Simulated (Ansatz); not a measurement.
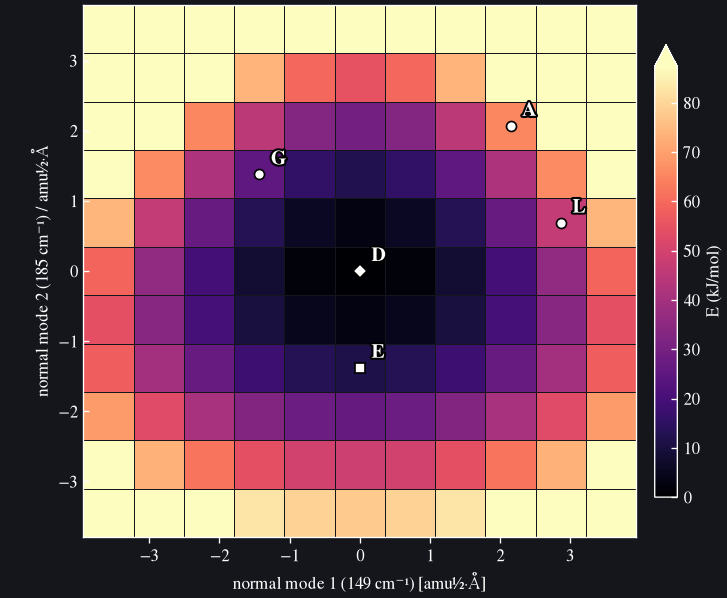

ClF2Ge, SMILES [F][Ge]([F])[Cl], spin multiplicity 2. 
- First axis: normal mode 1 (149 cm⁻¹). Second axis: normal mode 2 (185 cm⁻¹).
- Nothing is relaxed (straight displacements along the two mass-weighted modes).
- The grid has 11 × 11 points; 66 points were computed and 55 follow by symmetry.
- All energies are given in kJ/mol relative to the lowest grid point.
- The calculation used UKS PBE-D4/def2-SVP (Ansatz).

The picture shows one coloured cell a grid point, one colour for all values above the top of the scale, lettered points.

### Is A the lowest point of the computed grid?

No. A lies 65 kJ/mol above the lowest grid point, which is at normal mode 1 (149 cm⁻¹) = 0.00 amu½·Å, normal mode 2 (185 cm⁻¹) = 0.00 amu½·Å.

### What kind of point is each of A, D, E, G, L: minimum, saddle, maximum or slope?

A: on a slope; D: minimum; E: on a slope; G: on a slope; L: on a slope. (In these two coordinates alone; a stationary point may lie a little off the grid point.)

### Rank the lettered points by energy, lowest first.

D (0 kJ/mol), E (11 kJ/mol), G (25 kJ/mol), L (47 kJ/mol), A (65 kJ/mol).
